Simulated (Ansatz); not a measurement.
# C$_{2}$H$_{8}$O$_{2}$Si (SMILES COC[SiH2]O): what the fields show

```xyz
13

C    -1.2753   -0.8302    0.9317
O    -0.3255    0.1671    1.2028
C     0.9138   -0.0593    0.5427
Si    0.8096    0.4818   -1.2740
O    -0.1155    1.8448   -1.2917
H    -1.5112   -0.8995   -0.1391
H    -0.9238   -1.8145    1.2692
H    -2.1836   -0.5717    1.4762
H     1.6495    0.5701    1.0530
H     1.2423   -1.1009    0.6698
H     0.2046   -0.5698   -2.1384
H     2.1646    0.7883   -1.8011
H    -0.6290    1.9589   -0.4865
```

Geometry: PBE0-D4/def2-TZVP.

Theory: RKS PBE0-D4/def2-TZVPP in Ansatz 0.2.0.

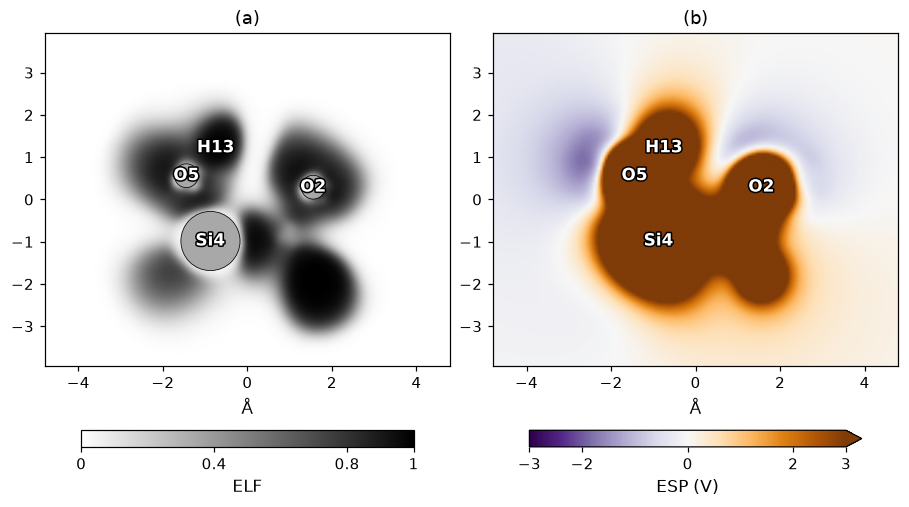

Figure 1. (a) ELF; (b) molecular electrostatic potential on the plane of atoms Si4, O5 and H13. Grey discs cover the atomic cores in the ELF map.

**What do the fields say about this system?**

The section cuts through O, Si and H sites.
Si–O (1.65 Å): the ELF peaks at about 0.85 between the atoms; a shared but strongly polarised pair.
O–H (0.96 Å): the ELF climbs to about 1 towards the hydrogen, as it does in any bond to H; a covalent bond by its length.
The ELF also peaks beside O2 and O5, away from the bonds: lone-pair regions.
Outside the dense part of the molecule the potential is most negative (−1.8 V) near O5.

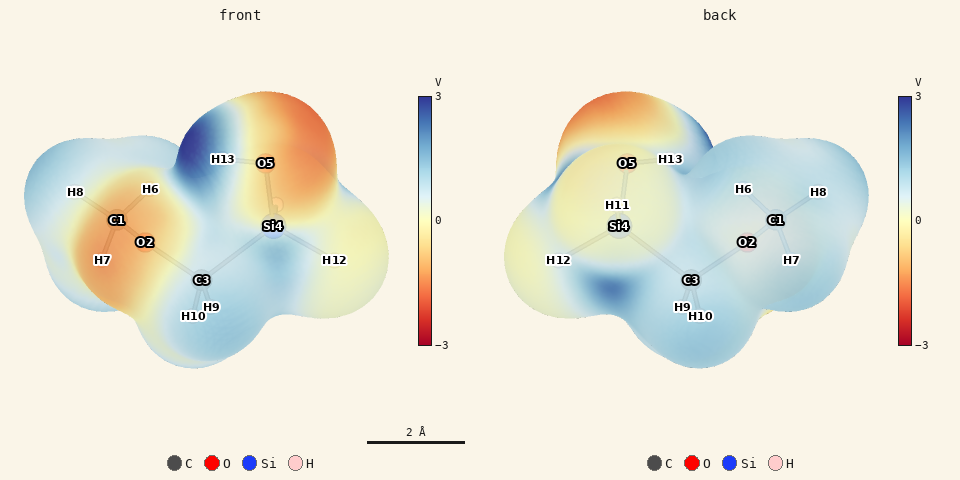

Figure 2. The electrostatic potential painted on the density surface at 0.004 e/bohr³, seen from the front and from behind; red is negative and blue positive.

**Which sites attract a positive test charge, and which a negative one?**

A positive charge is drawn to the negative regions and a negative charge to the positive ones. The most negative region (about −1.6 V, or −37 kcal/mol for a unit charge) lies over O5, the most positive (about +2.9 V, or +67 kcal/mol for a unit charge) over H13. O5 is the likeliest acceptor of a hydrogen bond.

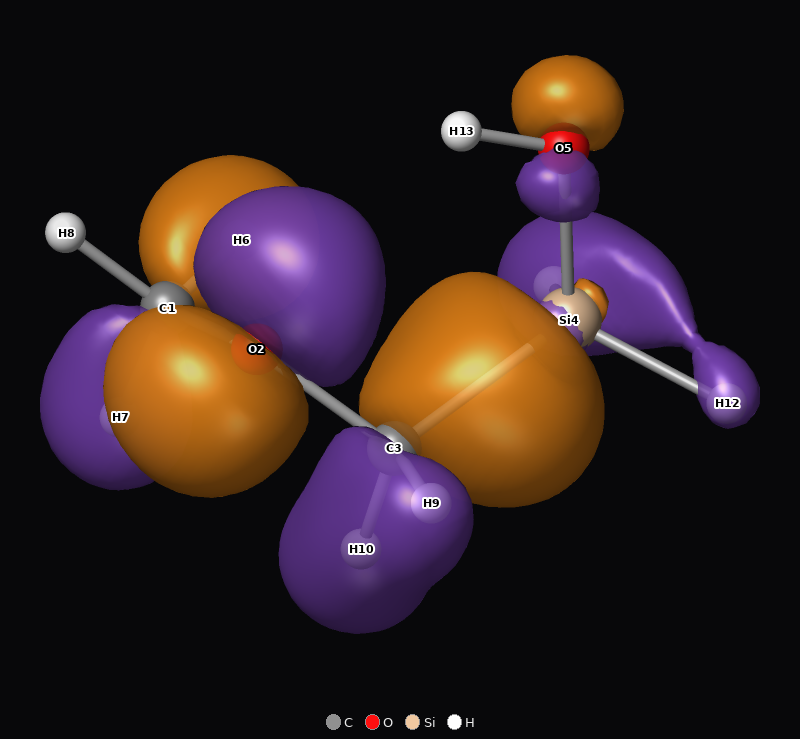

Figure 3. The HOMO at ±0.1 Å⁻³ᐟ² (orange and purple are the two phases), seen across its widest extent.

**Describe this orbital and give its energy.**

Its weight (Hirshfeld) is mainly on O2 (about 45 %), C3 (about 15 %), Si4 (about 10 %) and C1 (about 5 %). Its energy is −7.29 eV.
